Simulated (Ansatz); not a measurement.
## Electronic structure of BF$_{2}$H···ClH$_{3}$Si in real space

The calculation's input:

```
crystal:
  periodic: [false, false, false]
  atoms:
    - {symbol: B, position_ang: [-2.127580, 0.093265, -0.104039]}
    - {symbol: Cl, position_ang: [0.669428, 1.442976, -0.569328]}
    - {symbol: F, position_ang: [-1.507457, -0.869558, 0.550056]}
    - {symbol: F, position_ang: [-2.368655, -0.092961, -1.381641]}
    - {symbol: Si, position_ang: [1.771929, -0.150041, 0.144087]}
    - {symbol: H, position_ang: [-2.504447, 1.070963, 0.460337]}
    - {symbol: H, position_ang: [3.201841, 0.178603, -0.053355]}
    - {symbol: H, position_ang: [1.466434, -0.318317, 1.581185]}
    - {symbol: H, position_ang: [1.398507, -1.354929, -0.627303]}
basis:
  gaussian: {orbitals: def2-TZVPP}
hamiltonian: {xc: pbe0, dispersion: d4}
output: {orbitals: {seedname: orbitals}}
```

Launched as:

```sh
ansatz run in.yaml --threads 4 --pin off --events-out ev --progress --plain --max-ram 9574MiB
```

The product side of a reaction path; geometry: PBE0-D4/def2-TZVP.

The calculation used Ansatz 0.2.0, RKS PBE0-D4/def2-TZVPP.

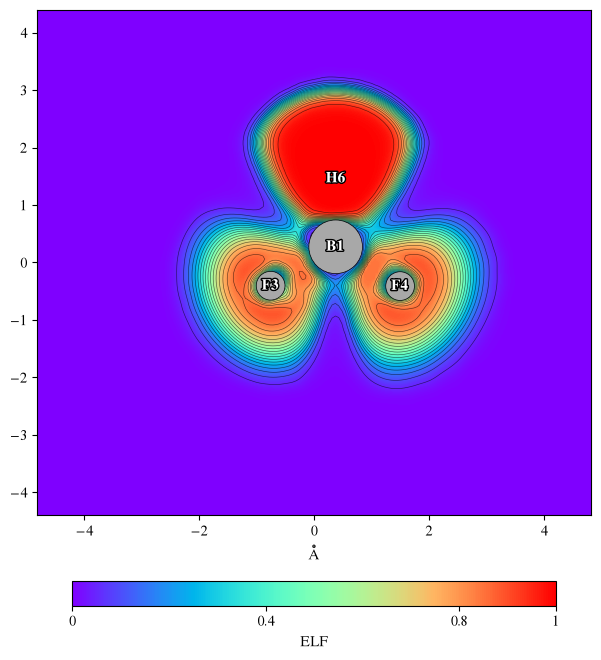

Figure 1. ELF on the plane of atoms F3, B1 and F4. Grey discs cover the atomic cores.

> Interpret the plot.

- The plane passes through B, F and H nuclei.
- B–F (1.31 Å): the ELF peaks at about 0.85 between the atoms: a polar covalent bond.
- B–H (1.19 Å): the ELF climbs to about 1 towards the hydrogen, as it does in any bond to H; an ordinary covalent bond to hydrogen.
- The ELF also peaks beside F3 and F4, away from the bonds: lone-pair regions.

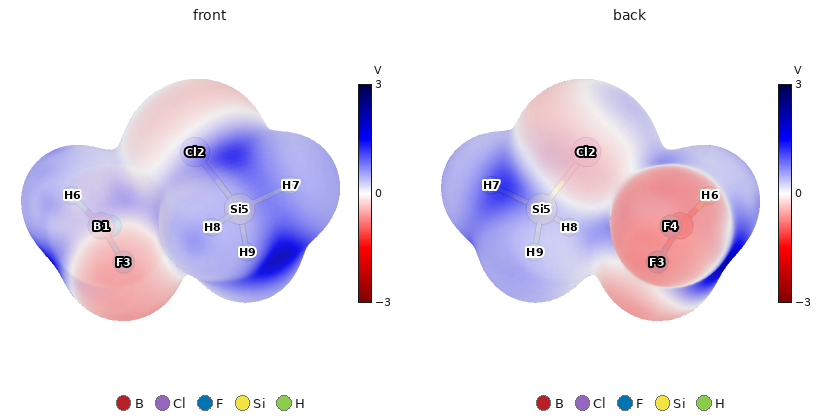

Figure 2. The molecular electrostatic potential painted on the density surface at 0.002 e/bohr³, seen from the front and from behind; the colour scale runs from red (negative) to blue (positive).

> Describe the electrostatic potential map.

The most negative region (about −0.7 V) lies over F4, the most positive (about +2.0 V) over B1 and Si5. Cl2 shows a σ-hole: about +0.3 V at the tip opposite its bond, against about −0.2 V on its flanks.

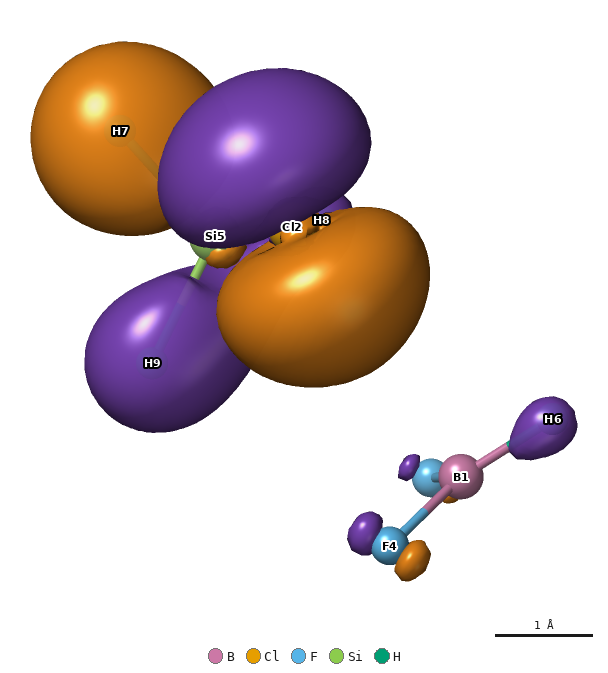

Figure 3. The HOMO−1 at ±0.1 Å⁻³ᐟ² (orange and purple are the two phases), seen at an oblique angle.

> Describe this orbital and give its energy.

It lies mainly on Cl2 (about 60 %), Si5 (about 15 %), H7 (about 15 %) and H9 (about 5 %). Its energy is −9.23 eV.
